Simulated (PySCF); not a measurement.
C₃H₉FN₂Si

```xyz
16

C    -0.2560   -0.2760    1.4921
C    -0.1890    0.1041    0.2231
C    -1.4102    0.1650   -0.6694
N    -2.6888   -0.1903   -0.0885
Si    1.4471    0.6258   -0.5566
N     2.6046   -0.6054   -0.2649
F     2.0629    1.9003    0.2215
H    -1.1796   -0.5626    1.9758
H     0.6227   -0.3131    2.1126
H    -1.2432   -0.4957   -1.5281
H    -1.4996    1.1828   -1.0640
H    -2.6567   -1.1376    0.2744
H    -2.9039    0.4316    0.6840
H     1.2804    1.1246   -1.9188
H     2.4188   -1.5554   -0.5360
H     3.5827   -0.3893   -0.3686
```

Geometry: GFN2-xTB.

Method: PySCF 2.14.0, B3LYP/def2-SVPD, SCF density, gas phase.

Q: Predict the electron density and electron localisation function between the atoms.

A: C–C (1.33 Å): ρ is about 2.3 e/Å³ halfway; the ELF peaks at about 0.90 between the atoms: a short, multiple covalent bond.
C–N (1.45 Å): ρ at the midpoint is about 2 e/Å³; the ELF peaks at about 0.95 between the atoms: localised, covalent bonding.
C–Si (1.89 Å): ρ is about 0.98 e/Å³ halfway; the ELF peaks at about 1 between the atoms; localised, covalent bonding.

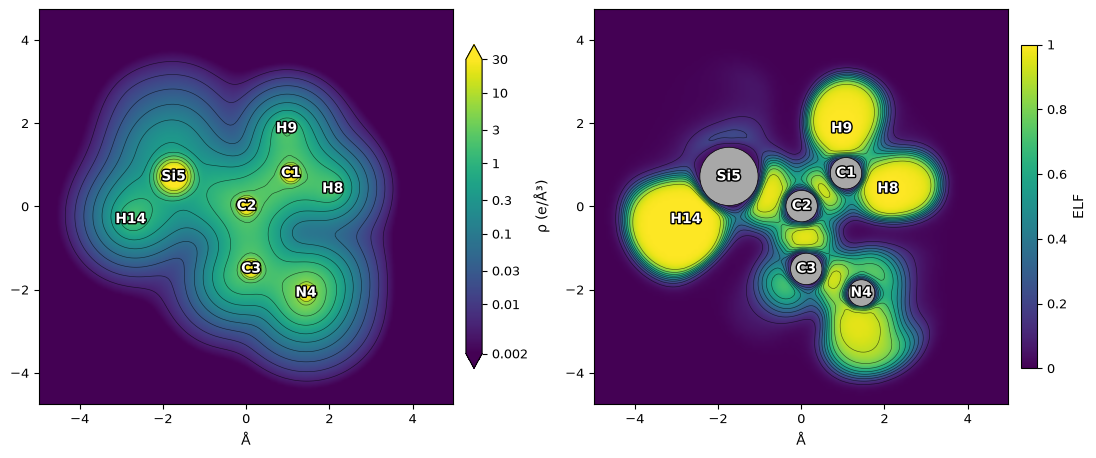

Computed electron density and electron localisation function on the plane of atoms C1, C2 and Si5, in this order. Grey discs cover the atomic cores in the ELF map. 
